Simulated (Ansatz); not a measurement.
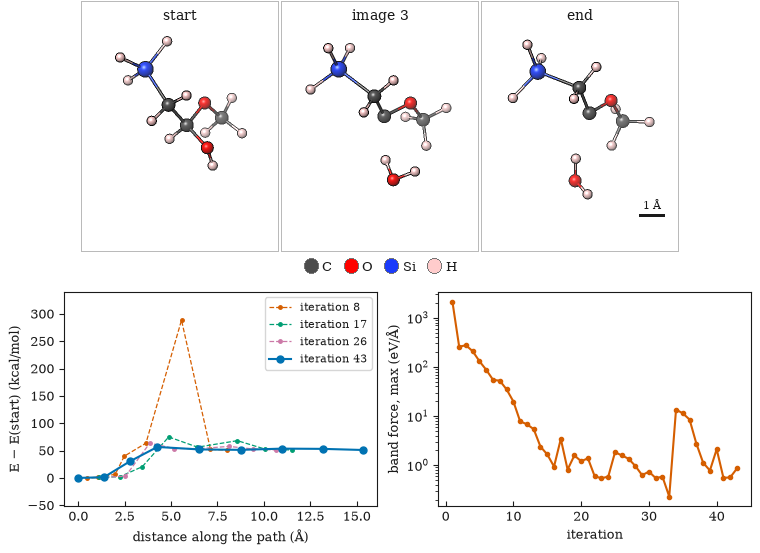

A search for the minimum-energy path of C3H10O2Si by the nudged elastic band. Images are numbered from 0 (start) to 8 (end). The plot follows the band through its iterations. A ball-and-stick model, seen from a free direction.

Computed with Ansatz, RKS B3LYP-D4/6-31G*. Settings: 7 movable images; climbing image; force threshold 0.05 eV/Å; iteration limit 43; spring constant 0.1 eV/Å²; starting path through a guess of the saddle point.

Q: How did the profile develop, and is the result final?

A: The result isn't final. The band hadn't converged when the run stopped after 43 iterations. The largest component of the band force went from 2100 to 0.86 eV/Å. The barrier read from it is provisional: over the last two iterations the highest image moved from 58.4 kcal/mol to 56.7 kcal/mol. The spring constant is far from the usual few eV/Å², which spoils the spacing or the steps. The first iteration put the highest image at 8398.5 kcal/mol. The energy climbs by 56.7 kcal/mol to image 3 and then falls by 5.6 kcal/mol, so the end point sits at +51.1 kcal/mol.

Cost: 16 min on 2 threads of Arm Neoverse V2 (shared host), peak memory 0.3 GiB.
